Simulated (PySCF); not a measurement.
SMILES COB(O)c1ccccc1 (C7H9BO2) at its GFN2-xTB optimised geometry (Å):

```
19

B      0.4536    -1.4290     0.0000
O     -0.2254    -2.6135    -0.0029
H     -1.1776    -2.5382    -0.0076
O      1.8019    -1.4290     0.0000
C      2.5789    -2.6054     0.0032
H      1.9619    -3.4892    -0.1630
H      3.3269    -2.5219    -0.7880
H      3.0845    -2.6917     0.9681
C     -0.2603    -0.0138     0.0000
C     -1.6480     0.1252    -0.0448
C     -2.2495     1.3711    -0.0436
C     -1.4722     2.5153     0.0033
C     -0.0923     2.4034     0.0479
C      0.5013     1.1550     0.0459
H     -2.2788    -0.7549    -0.0835
H     -3.3269     1.4501    -0.0794
H     -1.9403     3.4892     0.0047
H      0.5197     3.2932     0.0843
H      1.5759     1.0624     0.0800
```

Level of theory: B3LYP/def2-SVP (PySCF). Cells within 0.4 Å of a nucleus heavier than hydrogen are left out (blank, or x).

Map of the deformation density (molecule minus spherical neutral atoms) (e/bohr³) on the plane z = 0.0 Å:

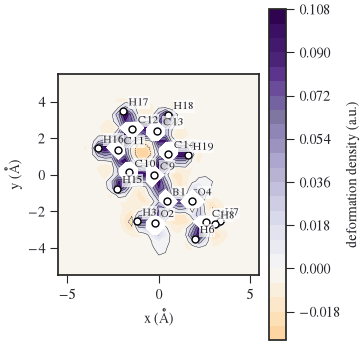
Figure. Deformation density (molecule minus spherical neutral atoms) (e/bohr³) on the plane z = 0.0 Å.
